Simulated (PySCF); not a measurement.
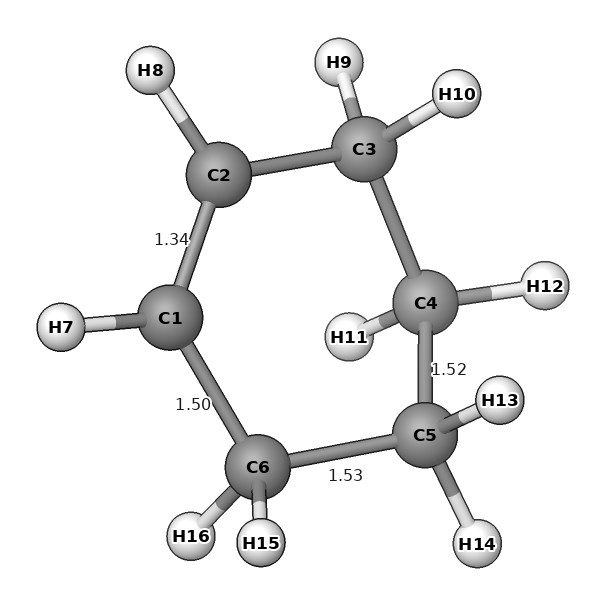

Bond lengths are marked in Å; every bond is drawn as one stick. Computed geometry: PBE0-D3(BJ)/def2-SVP optimisation. No frequency run is at hand to confirm it as a minimum.

**Assign a bond order to each marked bond.**

C1–C2 double; C1–C6 single; C4–C5 single; C5–C6 single.

**Write the SMILES.**

C1=CCCCC1
